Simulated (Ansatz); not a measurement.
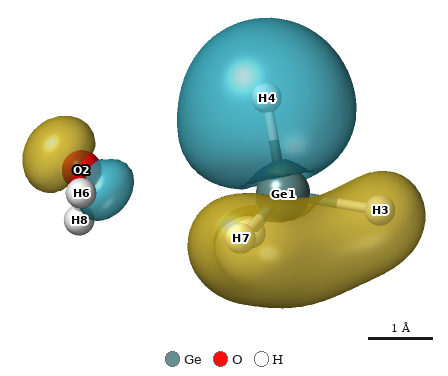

The picture shows: GeH4···H2O. The HOMO−1 at ±0.08 Å⁻³ᐟ² (yellow and cyan are the two phases), seen from one side.

Level of theory: Ansatz 0.2.0, RKS PBE0-D4/def2-SVP.

Input

```
crystal:
  periodic: [false, false, false]
  atoms:
    - { symbol: Ge, position_ang: [-0.591058, 0.86367, -0.376611] }
    - { symbol: O, position_ang: [0.763917, -1.791427, 0.671044] }
    - { symbol: H, position_ang: [-1.003755, 2.319547, -0.648822] }
    - { symbol: H, position_ang: [-1.828447, -0.035216, -0.332722] }
    - { symbol: H, position_ang: [0.363806, 0.402961, -1.487504] }
    - { symbol: H, position_ang: [0.753984, -0.996481, 1.223038] }
    - { symbol: H, position_ang: [0.130784, 0.811104, 0.961621] }
    - { symbol: H, position_ang: [1.410669, -1.574157, -0.009943] }
basis:
  gaussian: { orbitals: def2-SVP }
hamiltonian:
  xc: pbe0
  dispersion: d4
relax:
  f_tol: 0.03
  max_steps: 50
output:
  orbitals: {}
```

Run with:

```sh
ansatz run input.yaml --threads 2 --pin off --max-ram 3072MiB --backend cpu --events-out ev --progress --plain --runs-dir out
```

The fields are those of the relaxed geometry.

Where does this orbital lie, and at what energy?

Answer. By Hirshfeld shares it lies mainly on Ge1 (about 45 %), H4 (about 35 %) and H7 (about 10 %). Its energy is −9.45 eV.
